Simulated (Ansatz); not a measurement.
System: CH₃NSTe.

Input

```
crystal:
  periodic: [false, false, false]
  atoms:
    - { symbol: "N", position_ang: [1.2647, -0.8785, 0.0697] }
    - { symbol: C, position_ang: [-0.0059, -0.4494, 0.1588] }
    - { symbol: S, position_ang: [-0.5767, 0.5055, 1.566] }
    - { symbol: Te, position_ang: [-1.3137, -0.9193, -1.3689] }
    - { symbol: H, position_ang: [1.9107, -0.6162, 0.7694] }
    - { symbol: H, position_ang: [-0.2435, 1.7386, 0.9424] }
    - { symbol: H, position_ang: [0.06237, 0.51517, 0.66184] }
magnetization:
  spin_polarized: true
basis:
  gaussian: { orbitals: def2-SVP }
hamiltonian:
  xc: pbe
  dispersion: d4
relax:
  f_tol: 0.02
  max_steps: 50
output:
  orbitals: {}
```

Run with:

```sh
ansatz run input.yaml --threads 2 --pin off --max-ram 3072MiB --backend cpu --events-out ev --progress --plain --runs-dir out
```

The fields are those of the run's last geometry, not of the input's.

Core potentials replace the inner electrons of Te; at this geometry the atoms fall into two loosely joined parts.

Level of theory: UKS PBE-D4/def2-SVP (Ansatz).

Q: Predict the electron density and electron localisation function between the atoms.

A: C–N (1.20 Å): ρ at the midpoint is about 3 e/Å³; the ELF peaks at about 0.85 between the atoms: a multiple bond.
C–Te (1.96 Å): the density is about 0.89 e/Å³ at the midpoint; the ELF peaks at about 0.90 between the atoms (localised, covalent bonding).
N–H (1.04 Å): the density is about 2.7 e/Å³ at the midpoint; the ELF climbs to about 1 towards the hydrogen, as it does in any bond to H: an ordinary covalent bond to hydrogen.

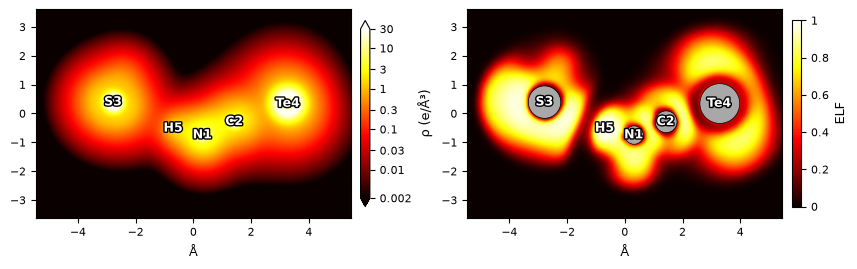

Computed electron density and electron localisation function on the plane of atoms C2, N1 and H5, in this order. Grey discs cover the atomic cores in the ELF map. 
